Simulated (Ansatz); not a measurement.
# SnSeS monolayer, Janus: modes against uniaxial strain along the armchair direction, normal to a, with the width clamped

Aim: how do the optical modes of SnSeS monolayer, Janus shift and split under this strain?

Program: Ansatz 0.2.0. Level of theory: DFT PBEsol, scalar-relativistic, plane waves, PAW; PAW set soft_1. Results are calculated unless marked as measured.

### 1. Set-up

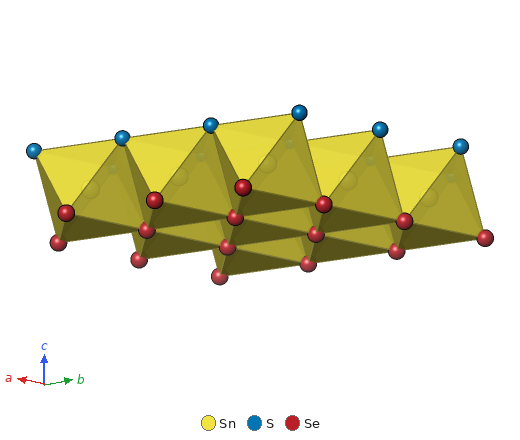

The cell as given, from a free direction (tin yellow, sulfur blue, selenium red). 2×2×1 cells are drawn. Some periodic images of atoms are drawn too.

The cell holds 3 atoms: 1 Sn, 1 S and 1 Se. Cell: a = 3.800 Å, b = 3.800 Å, c = 30.000 Å, α = 90.0°, β = 90.0°, γ = 120.0°. Vacuum lies along c. The height across the vacuum is the one that the program set for its solve, not the one typed.

Structure file:

```cif
data_structure
_symmetry_space_group_name_H-M 'P 1'
_symmetry_Int_Tables_number 1
_cell_length_a 3.8000
_cell_length_b 3.8000
_cell_length_c 30.0000
_cell_angle_alpha 90.000
_cell_angle_beta 90.000
_cell_angle_gamma 120.000
_cell_volume 375.16
loop_
_atom_site_label
_atom_site_type_symbol
_atom_site_fract_x
_atom_site_fract_y
_atom_site_fract_z
_atom_site_occupancy
Sn1 Sn 0.00000 0.00000 0.33333 1
S2 S 0.33333 0.66667 0.38333 1
Se3 Se 0.66667 0.33333 0.28000 1
```

### 2. A rough relaxation first

The start is far from rest, so a relaxation with loose tolerances brings it close first. The program lengthens the typed cell of 20.0 Å along the normal to 30.0 Å, as its cut-off of the electrostatics needs, and moves no atom.

The input, input.yaml:

```yaml
crystal:
  lattice:
    - [3.8, 0.0, 0.0]
    - [-1.9, 3.2909, 0.0]
    - [0.0, 0.0, 20.0]
  atoms:
    - { symbol: Sn, position: [0.0, 0.0, 0.5] }
    - { symbol: S, position: [0.333333, 0.666667, 0.575] }
    - { symbol: Se, position: [0.666667, 0.333333, 0.42] }
  periodic: [true, true, false]
kpoints:
  mp_grid: { grid: [6, 6, 1] }
hamiltonian:
  xc: pbesol
  pseudopotentials: { kind: paw, azcp: { folder: soft_1 }, xc_functional: pbe }
scf:
  occupations: { method: gaussian, width: 0.1 }
output:
  forces: true
  stress: true
  eigenvalues: true
relax:
  adjacent_minimum: "off"
  f_tol: 0.05
  max_steps: 80
  cell: { stress_2d_tol: 0.02 }
```

Started as:

```sh
ansatz run input.yaml --threads 8 --pin off --max-ram 16384MiB --backend cpu --events-out ev --progress --plain --runs-dir out
```

Numbers of over 12 decimals in the logs are rounded to 6 here.

The program printed:

```text
[...]
F+E_penalty+E_count = -12260.01258735 eV   max|allowed force component| = 7.246e-3 eV/Å   (the final SCF, on the basis selected at the relaxed cell)
  cell:  # Å, volume = 360.8980 Å³
    - [3.727059, 0.0, 0]
    - [-1.863530, 3.227728, 0]
    - [0, 0, 30.0]
  atoms:
    - { symbol: Sn, position: [6.000067814687168e-19, 0, 0.333926] }
    - { symbol: S, position: [0.333333, 0.666667, 0.382323] }
    - { symbol: Se, position: [0.666667, 0.333333, 0.280418] }
[key lines of the parts left out:]
SCF converged after 8 iterations
Free energy (F): -12260.012587 eV
Fermi energy:    -5.711794 eV
P = ½ c Tr σ = 0.0117 N/m
```

Elapsed: 6.2 s, on 8 threads of Arm Neoverse V2, shared host; peak memory 0.76 GiB.

Step by step:

| step | energy less that of the first step (eV) | largest force component (eV/Å) | volume (Å³) |
| --- | --- | --- | --- |
| 1 | 0.0000 | 0.6341 | 375.16 |
| 2 | 0.0247 | 1.0817 | 366.51 |
| 3 | -0.0480 | 0.1016 | 363.47 |
| 4 | -0.0492 | 0.0438 | 361.10 |
| 5 | -0.0493 | 0.0072 | 360.90 |
| 6* | -0.0491 | 0.0072 | 360.90 |

Relaxation steps marked * repeat the geometry before them on a plane-wave basis chosen anew for their cell, so energy and pressure can jump there. Relaxation step 2 was tried and not accepted.

The run keeps the 6 symmetry operations that it works with, so distortions that break them were not tested.

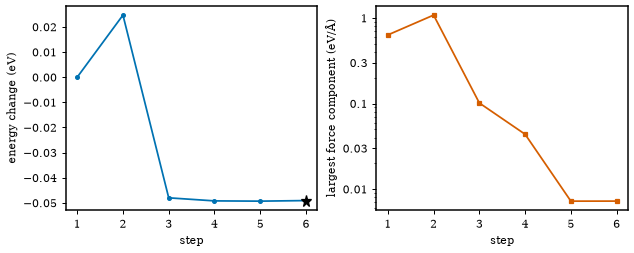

Energy and largest force along the relaxation. Stars mark steps on a basis chosen anew.

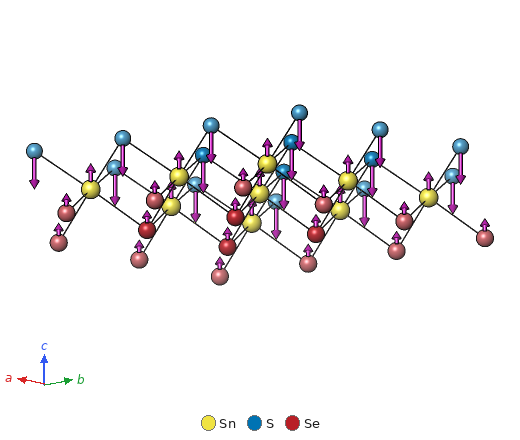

Displacements in the relaxation, exaggerated, measured against the changing cell; the longest in the cell stands for 0.03 Å. 2×2×1 cells are drawn. Some periodic images of atoms are drawn too.

| cell as run | before | after | change |
| --- | --- | --- | --- |
| a (Å) | 3.800 | 3.727 | -1.9 % |
| b (Å) | 3.800 | 3.727 | -1.9 % |

The atoms that moved most (Å, along periodic axes as changes of fractional coordinates times the final cell, across vacuum about the mean position):

| atom | dx | dy | dz | length |
| --- | --- | --- | --- | --- |
| S2 | 0.000 | 0.000 | -0.030 | 0.030 |
| Sn1 | 0.000 | 0.000 | 0.018 | 0.018 |
| Se3 | 0.000 | 0.000 | 0.013 | 0.013 |

Final coordinates:

```xyz
3
Lattice="3.7271 0.0000 0.0000 -1.8635 3.2277 0.0000 0.0000 0.0000 30.0000" Properties=species:S:1:pos:R:3
Sn    0.0000    0.0000   10.0178
S     0.0000    2.1518   11.4697
Se    1.8635    1.0759    8.4125
```

This step gave:

* gap on the k-mesh: 0.9128 eV
* area per atom: 4.01 Å²

The relaxation ends with a largest force component of 0.0072 eV/Å.

### 3. Relaxation

The cell and atoms are relaxed, since residual forces and stress would shift the frequencies.

The input, input.yaml:

```yaml
crystal:
  lattice:
    - [3.7270591554, 0.0, 0.0]
    - [-1.8635295777, 3.22772791, 0.0]
    - [0.0, 0.0, 30.0]
  atoms:
    - { symbol: Sn, position: [0.0, 0.0, 0.3339261756] }
    - { symbol: S, position: [0.3333333333, 0.6666666667, 0.3823228279] }
    - { symbol: Se, position: [0.6666666667, 0.3333333333, 0.2804176633] }
  periodic: [true, true, false]
kpoints:
  mp_grid: { grid: [9, 9, 1] }
hamiltonian:
  xc: pbesol
  pseudopotentials: { kind: paw, azcp: { folder: soft_1 }, xc_functional: pbe }
scf:
  occupations: { method: gaussian, width: 0.02 }
output:
  forces: true
  stress: true
  eigenvalues: true
  write_density: true
  write_potential: true
  elf: true
  volumetric_format: npy
relax:
  adjacent_minimum: "off"
  f_tol: 0.005
  max_steps: 80
  cell: { stress_2d_tol: 0.02 }
```

The program printed:

```text
[...]
Crystal: 3 atoms, lattice volume = 360.898 Å³
Basis set: ecut = 420 eV, 7085 PW (Γ), exchange–correlation on 50×50×432 points (8 copies of the dense FFT grid, shifted against one another)
Bands: 22, of which v1, the nominal top of the filled ones, is band 18 counted from 1 (17 counted from 0)
Symmetry: 6 space group operations
[...]
k-points: 12 of 81 (time reversal used)
[...]
SCF iter   1: F=—  HF=-12260.410024 eV  |F-HF|=—  |Δ(HF+E_count)|=         —  Δρ=1.53e-2  dr2=1.30e0  ethr=3.10e-3  ⟨swp⟩=16.0  Hψ=2218  notcnv=0
[...]
SCF iter  10: F=-12260.022978 eV  HF=-12260.022978 eV  |F-HF|=5.17e-9  |Δ(HF+E_count)|=   1.10e-7  Δρ=2.07e-6  dr2=1.38e-8  ethr=2.78e-10  ⟨swp⟩=18.4  Hψ=2660  notcnv=0
SCF 1 converged in 10 iterations: F = -12260.022978 eV  dr2 = 1.38e-8
[...]
relax step   1: F+E_penalty+E_count = -12260.02297761 eV  Δ(F+E_penalty+E_count) = +0.000e0 eV  max|allowed force component| = 6.017e-3 eV/Å  Δτ_max = 0.0000 Å  P = -0.048 N/m  Ω = 360.898 Å³  fix = [c, alpha, beta]  reactions: c +0.000 N/m  (10 SCF iters, dr2 threshold 1.00e-7 eV, accepted)
Crystal: 3 atoms, lattice volume = 360.328 Å³
[...]
SCF iter   6: F=-12260.022988 eV  HF=-12260.022988 eV  |F-HF|=1.44e-9  |Δ(HF+E_count)|=   5.38e-9  Δρ=1.11e-6  dr2=3.28e-9  ethr=9.40e-12  ⟨swp⟩=13.2  Hψ=2670  notcnv=0
SCF 2 converged in 6 iterations: F = -12260.022988 eV  dr2 = 3.28e-9
relax step   2: F+E_penalty+E_count = -12260.02298797 eV  Δ(F+E_penalty+E_count) = -1.036e-5 eV  max|allowed force component| = 1.929e-2 eV/Å  Δτ_max = 0.0033 Å  P = -0.021 N/m  Ω = 360.328 Å³  energy of the carried Pulay correction = +1.013e-5 eV  fix = [c, alpha, beta]  reactions: c -0.000 N/m  (6 SCF iters, dr2 threshold 3.38e-9 eV, accepted)
Crystal: 3 atoms, lattice volume = 360.506 Å³
[...]
SCF iter   5: F=-12260.023015 eV  HF=-12260.023015 eV  |F-HF|=3.29e-10  |Δ(HF+E_count)|=   1.41e-8  Δρ=2.81e-6  dr2=1.44e-8  ethr=6.46e-11  ⟨swp⟩=18.3  Hψ=2603  notcnv=0
SCF 3 converged in 5 iterations: F = -12260.023015 eV  dr2 = 1.44e-8
relax step   3: F+E_penalty+E_count = -12260.02301514 eV  Δ(F+E_penalty+E_count) = -2.717e-5 eV  max|allowed force component| = 3.029e-3 eV/Å  Δτ_max = 0.0018 Å  P = -0.016 N/m  Ω = 360.506 Å³  energy of the carried Pulay correction = +6.968e-6 eV  fix = [c, alpha, beta]  reactions: c -0.000 N/m  (5 SCF iters, dr2 threshold 2.32e-8 eV, accepted)
[...]
SCF iter   9: F=-12260.023008 eV  HF=-12260.023008 eV  |F-HF|=7.28e-11  |Δ(HF+E_count)|=  6.18e-11  Δρ=1.34e-8  dr2=7.08e-13  ethr=1.00e-12  ⟨swp⟩=10.0  Hψ=1857  notcnv=0
SCF 4 converged in 9 iterations: F = -12260.023008 eV  dr2 = 7.08e-13
relax step   4: F+E_penalty+E_count = -12260.02300764 eV  Δ(F+E_penalty+E_count) = +7.506e-6 eV  max|allowed force component| = 3.081e-3 eV/Å  Δτ_max = 0.0000 Å  P = -0.016 N/m  Ω = 360.506 Å³  fix = [c, alpha, beta]  reactions: c -0.000 N/m  stress off target by 1.61e-2 N/m on what of the cell is left free  SCF on the basis re-selected at this cell (its energy is not comparable with the rows above)  (9 SCF iters)
[...]
WARN: The input density's exchange-correlation potential varies sharply where the density is thin. Do not read a vacuum level from v_tot or v_xc, or from such a field of the output density. On a cell that repeats whose density bears no net charge and no dipole along the vacuum's axis use v_es (v_loc + v_h of the components); under efield.dipole_correction with no amplitude use v_es + v_field, which holds any external [...]
SCF converged after 9 iterations
Free energy (F): -12260.023008 eV
[...]
Internal energy: -12260.023008 eV  (E = F + TS)
E sigma→0 (E₀):  -12260.023008 eV
Fermi energy:    -5.679448 eV
[...]
--- Forces (eV/Å), atoms counted from 1 ---
  atom   1  Sn    -0.00000000    -0.00000000    -0.00048086
  atom   2  S      0.00000000     0.00000000    -0.00260022
  atom   3  Se     0.00000000    -0.00000000     0.00308105
  max |Σ_I F_I| component: 3.27e-8 eV/Å
--- 2D stress c σ (N/m, compression-positive) ---
       -0.016083      -0.000000       0.000000
        0.000000      -0.016083      -0.000000
        0.000000      -0.000000      -0.000000
  P = ½ c Tr σ = -0.0161 N/m
--- Band table (eV; the first three rows and the last of 12) ---
  k-point 0: bands = [... 14 lower, -7.1047, -7.1047, -6.1649, -6.1649, -4.3958, -2.9271, -1.3614, -1.3614]
  k-point 1: bands = [... 14 lower, -7.3757, -7.3498, -6.9057, -6.1894, -3.8892, -2.2955, -1.4899, -1.0650]
  k-point 2: bands = [... 14 lower, -8.0002, -7.9115, -7.1752, -6.3179, -3.9979, -1.9831, -0.6328, -0.4999]
  k-point 11: bands = [... 14 lower, -9.9578, -9.6734, -7.2324, -7.0773, -4.1407, -0.7588, -0.6504, 0.6363]
--- Relaxed structure (3 steps of the walk, 3 accepted, 1 SCFs on fresh bases) ---
[...]
cell:  # Å, volume = 360.5056 Å³
    - [3.725033, 0.0, 0]
    - [-1.862516, 3.225973, 0]
    - [0, 0, 30.0]
  atoms:
    - { symbol: Sn, position: [0, 0, 0.333926] }
    - { symbol: S, position: [0.333333, 0.666667, 0.382374] }
    - { symbol: Se, position: [0.666667, 0.333333, 0.280367] }
```

Elapsed: 6.4 s, on 8 threads; peak memory 0.87 GiB; 45 s of CPU time.

Little changed from the start: no atom moved by 0.005 Å and no cell edge by 0.1 %.

This step gave:

```
gap on the k-mesh : 0.9714 eV
area per atom     : 4.006 Å²
```

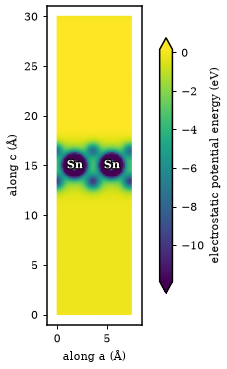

Electrostatic potential energy in the ac plane at fractional y = 0.000, with atoms of Sn within 0.2 Å of it. With pseudopotentials it is smooth inside the atoms' cores, unlike the true potential. The map starts off the cell's origin, so that atoms lie inside it.

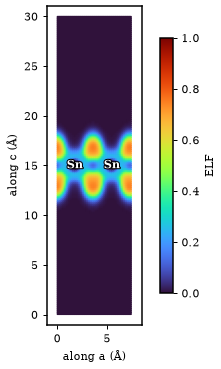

ELF in the ac plane at fractional y = 0.000, with atoms of Sn within 0.2 Å of it. It is the smooth field of the valence electrons, not physical close to the nuclei. The map starts off the cell's origin, so that atoms lie inside it.

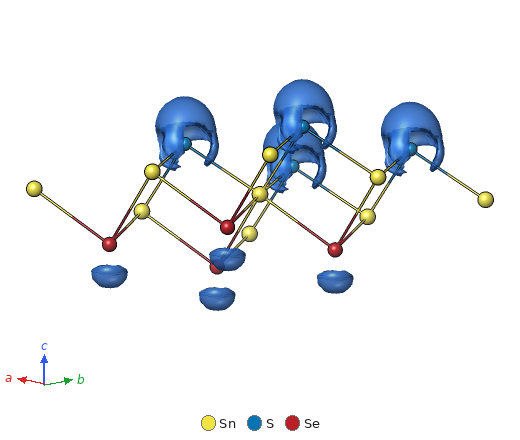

Surface of ELF = 0.85. 2×2×1 cells are drawn.

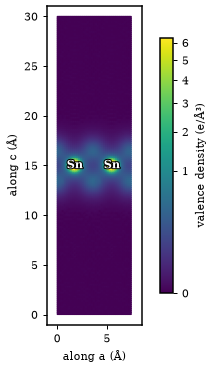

Valence density in the ac plane at fractional y = 0.000, with atoms of Sn within 0.2 Å of it. It is the smooth field of the valence electrons, not physical close to the nuclei. The map starts off the cell's origin, so that atoms lie inside it. The colour scale is stretched toward low values.

### 4. Tight relaxation

Phonons need small forces and stress, so the relaxation is finished with tight tolerances on 9×9×1 k points.

input.yaml, the sections that differ from step 3:

```yaml
crystal:
  lattice:
    - [3.7250326022, 0.0, 0.0]
    - [-1.8625163011, 3.2259728635, 0.0]
    - [0.0, 0.0, 30.0]
  atoms:
    - { symbol: Sn, position: [0.0, 0.0, 0.3339259113] }
    - { symbol: S, position: [0.3333333333, 0.6666666667, 0.3823738773] }
    - { symbol: Se, position: [0.6666666667, 0.3333333333, 0.2803668782] }
  periodic: [true, true, false]
scf:
  occupations: { method: fixed }
output:
  forces: true
  stress: true
  eigenvalues: true
relax:
  adjacent_minimum: "off"
  f_tol: 0.001
  max_steps: 60
  cell: { stress_2d_tol: 0.002 }
# kpoints, hamiltonian: as in step 3
```

The program printed:

```text
[...]
Crystal: 3 atoms, lattice volume = 360.506 Å³
Basis set: ecut = 420 eV, 7085 PW (Γ), exchange–correlation on 50×50×432 points (8 copies of the dense FFT grid, shifted against one another)
Bands: 22, of which v1, the nominal top of the filled ones, is band 18 counted from 1 (17 counted from 0)
Symmetry: 6 space group operations
[...]
k-points: 12 of 81 (time reversal used)
[...]
k-point 11: bands = [... 14 lower, -9.9589, -9.6745, -7.2327, -7.0774, -4.1393, -0.7580, -0.6495, 0.6384]
--- Relaxed structure (4 steps of the walk, 3 accepted, 1 SCFs on fresh bases) ---
[...]
cell:  # Å, volume = 360.4088 Å³
    - [3.724532, 0.0, 0]
    - [-1.862266, 3.225540, 0]
    - [0, 0, 30.0]
  atoms:
    - { symbol: Sn, position: [0, 0, 0.333925] }
    - { symbol: S, position: [0.333333, 0.666667, 0.382371] }
    - { symbol: Se, position: [0.666667, 0.333333, 0.280370] }
[key lines of the parts left out:]
SCF converged after 10 iterations
Free energy (F): -12260.023011 eV
Fermi energy:    -6.164172 eV
P = ½ c Tr σ = 0.0002 N/m
```

It took 7.4 s on 8 threads; peak memory 0.86 GiB.

Little changed from the start: no atom moved by 0.005 Å and no cell edge by 0.1 %.

Numbers from this step:

```yaml
gap_on_the_k_mesh: 0.9716 eV
area_per_atom: 4.005 Å²
```

The largest force component left is 0.21 meV/Å, within the tolerances set.

### 5. Modes at rest

Phonons follow from the second derivative of the energy, found here by linear response.

The modes at rest are the reference of the series.

input.yaml, the sections that differ from step 4:

```yaml
crystal:
  lattice:
    - [3.7245322168, 0.0, 0.0]
    - [-1.8622661084, 3.225539517, 0.0]
    - [0.0, 0.0, 30.0]
  atoms:
    - { symbol: Sn, position: [0.0, 0.0, 0.3339251524] }
    - { symbol: S, position: [0.3333333333, 0.6666666667, 0.3823711895] }
    - { symbol: Se, position: [0.6666666667, 0.3333333333, 0.280370325] }
  periodic: [true, true, false]
output:
  eigenvalues: true
phonons:
  method: dfpt
# kpoints, hamiltonian, scf: as in step 4
# relax: removed
```

The program printed:

```text
[...]
Crystal: 3 atoms, lattice volume = 360.409 Å³
Basis set: ecut = 420 eV, 7085 PW (Γ), exchange–correlation on 50×50×432 points (8 copies of the dense FFT grid, shifted against one another)
Bands: 22, of which v1, the nominal top of the filled ones, is band 18 counted from 1 (17 counted from 0)
Symmetry: 6 space group operations
k-points: 25 of 81 (irreducible under 2 space group operations, time reversal used)
[...]
SCF iter   1: F=—  HF=-12260.409633 eV  |F-HF|=—  |Δ(HF+E_count)|=         —  Δρ=1.52e-2  dr2=1.26e0  ethr=3.10e-3  ⟨swp⟩=7.7  Hψ=2958  notcnv=0  defer=44
[...]
SCF iter  13: F=-12260.023011 eV  HF=-12260.023011 eV  |F-HF|=5.09e-11  |Δ(HF+E_count)|=  3.64e-12  Δρ=4.30e-8  dr2=5.43e-12  ethr=1.00e-12  ⟨swp⟩=24.0  Hψ=5576  notcnv=0
SCF 1 converged in 13 iterations: F = -12260.023011 eV  dr2 = 5.43e-12
[...]
DFPT response loops at Γ: preconditioner auto → none (the input reference at scf.mixing.eps_inf says where Resta's filter doesn't serve); β = 0.50; Broyden in place of MSR1
SCF converged after 13 iterations
Free energy (F): -12260.023011 eV
[...]
Internal energy: -12260.023011 eV  (E = F + TS)
E sigma→0 (E₀):  -12260.023011 eV
Fermi energy:    -6.164172 eV
[...]
--- Band table (eV; the first three rows and the last of 25) ---
  k-point 0: bands = [... 14 lower, -7.1042, -7.1042, -6.1642, -6.1642, -4.3934, -2.9257, -1.3599, -1.3599]
  k-point 1: bands = [... 14 lower, -7.3753, -7.3503, -6.9053, -6.1888, -3.8868, -2.2940, -1.4886, -1.0634]
  k-point 2: bands = [... 14 lower, -8.0005, -7.9115, -7.1755, -6.3174, -3.9961, -1.9816, -0.6315, -0.4981]
  k-point 24: bands = [... 14 lower, -9.5721, -8.4521, -7.5411, -6.7569, -3.9781, -1.2108, -0.4793, -0.0167]
--- Phonons (Γ-DFPT): 6 representative perturbations + reference, on 25 of 81 k-points (Σ response iterations 25) ---
  k mesh reduced under 2 symmetry operations, with k and −k counted as one. Each operation leaves every solved perturbation unchanged. A smaller set is not used because it would not reduce the number of displacements times k-points to solve
  ASR residual: 9.205e-5 → 0.000e0 eV/Å²; symmetrization residual: 7.320e-6 eV/Å²
  ASR residual per site (eV/Å²): 9.20e-5 1.25e-5 5.28e-5
  Γ frequencies (cm⁻¹): 0.00 0.00 0.00 133.61 133.61 187.53 187.53 221.80 324.96
  non-analytic LO–TO correction: not included (Born effective charges unavailable; polar crystals: no LO–TO splitting at Γ)
```

It took 21 s on 8 threads; peak memory 1.4 GiB.

In the SCF lines HF is the Harris–Foulkes energy and dr2 the Hartree energy of the density residual, in eV; the loop may stop once dr2 is under the threshold and the program's other checks hold. Hψ counts applications of the Hamiltonian.

Numbers from this step:

| Item | Value |
| --- | --- |
| sum-rule residual before enforcement | 9.20e-5 eV/Å² |
| point group | 3m |
| highest optical mode at the zone centre (no LO-TO term) | 325.0 cm⁻¹ |
| lowest optical zone-centre mode | 133.6 cm⁻¹ |

Without the LO-TO term. Patterns of degenerate modes are one choice out of their space. Modes at Γ, with each element's share of the kinetic energy:

| mode | frequency (cm⁻¹) | symmetry | Sn % | S % | Se % |
| --- | --- | --- | --- | --- | --- |
| 1 | 0.0 | acoustic | 52 | 14 | 34 |
| 2 | 0.0 | acoustic | 52 | 14 | 34 |
| 3 | 0.0 | acoustic | 52 | 14 | 34 |
| 4 | 133.6 | E | 22 | 14 | 65 |
| 5 | 133.6 | E | 22 | 14 | 65 |
| 6 | 187.5 | E | 27 | 72 | 1 |
| 7 | 187.5 | E | 27 | 72 | 1 |
| 8 | 221.8 | A1 | 18 | 18 | 63 |
| 9 | 325.0 | A1 | 30 | 68 | 2 |

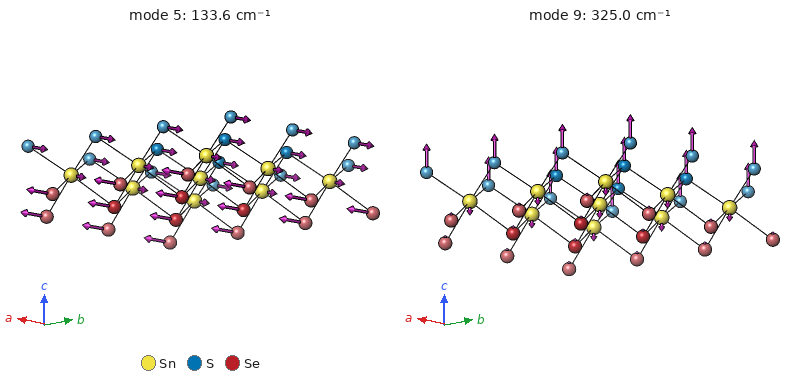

Displacement patterns of modes 5 and 9 at Γ; arrows are exaggerated. 2×2×1 cells are drawn. Some periodic images of atoms are drawn too.

Before it was imposed, the acoustic sum rule was missed by 9.2e-5 eV/Å². Small misses are needed for a sound result but don't prove that mesh and cutoff are converged. The lowest optical mode is real, 134 cm⁻¹.

(Part 1 of 2 ends here.)

[Logs are printed without paths, hosts, clocks, repeated set-up lines and the standing remarks that a program may print on its own settings, such as how far it seeks lower states.]

[Hosts, paths, dates, database ids (printed as entryN), source tags and the programs' standing remarks are cut or masked in the printed files.]
